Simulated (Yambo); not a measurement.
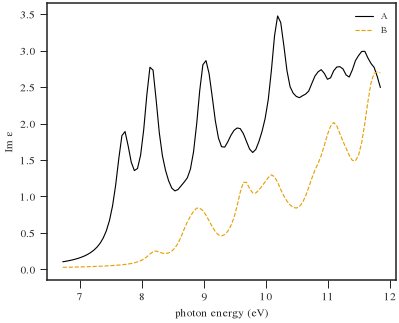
Figure: Two computed absorption spectra of Al₂O₃ (corundum, space group R-3c, No. 167) (Yambo, PBEsol bands with the same scissor, field along x)

Axes are Cartesian, with cell vectors (Å) (2.40, 1.39, 4.37), (-2.40, 1.39, 4.37), (0.00, -2.77, 4.37).

**Question.** Which curve includes the electron-hole attraction (BSE)?

**Answer.** Curve A: the attraction moves weight to lower energy (centre of the plotted range 9.9 eV against 10.5 eV). Settings: 6×6×6 mesh, 11 valence and 3 conduction bands, static screening with 55 bands and a 3 Ry block, scissor 2.35 eV, Tamm-Dancoff. The scissor comes from a G0W0 run whose convergence isn't established. Broadening 0.15 eV. The band window holds all transitions up to 11.9 eV. On this mesh the peak heights and the fine structure are mesh artefacts; only the shift of weight is robust.

Geometry of the Materials Project entry, not relaxed at this level; primitive cell a = 5.178 Å, b = 5.178 Å, c = 5.178 Å, α = 55.29°, β = 55.29°, γ = 55.29°.
